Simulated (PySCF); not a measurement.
# C3H5GeN: the cost of one run

The runs use PySCF 2.14.0, with density-fitted response routines of our own; the level of theory stands in each step. All values are computed, except where a source is named. Atoms count from 0, in the outputs and in this text.

### Step 1. The molecule as given

10 atoms, charge 0, multiplicity 1; geometry from: GFN2-xTB. The atoms were then displaced at random by about 0.01 Å, so the start is not that level's minimum.

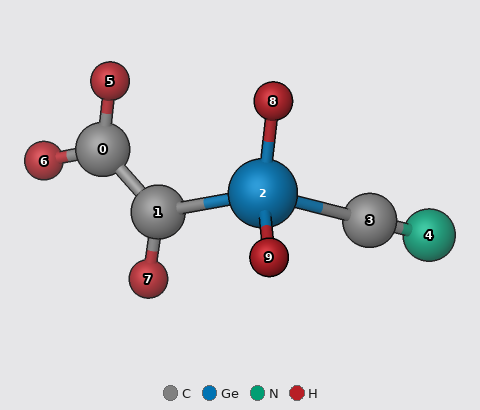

As it starts; carbon grey, germanium blue, nitrogen teal, hydrogen red, atoms numbered.

### Step 2. Optimising the geometry at PBE0-D3(BJ)/def2-SVP

What the job is given:

```
{"job": {"xc": "PBE0", "basis": "def2-SVP", "d3": "d3bj", "grid": 1, "shake": 0.01, "kind": "geom"}, "charge": 0, "multiplicity": 1}
C     -1.868350    -0.383640    -0.126540
C     -0.773250    -0.245090     0.560230
Ge     0.779500     0.725290    -0.075050
C      2.305940    -0.486550    -0.228490
N      3.147470    -1.225230    -0.325550
H     -2.004010     0.093320    -1.109490
H     -2.734310    -0.903700     0.241890
H     -0.676390    -0.697020     1.534690
H      0.601400     1.333900    -1.406670
H      1.272440     1.767800     0.913920
```

Started as:

```bash
$ OMP_NUM_THREADS=1 python probes_run.py task.json out
```

This one command runs all jobs of the session in turn.

**Question.** How long does this first job take on 1 thread of Arm Neoverse V1, shared host, and how much memory does it need?

About 28 s, with a peak of 0.45 GiB.
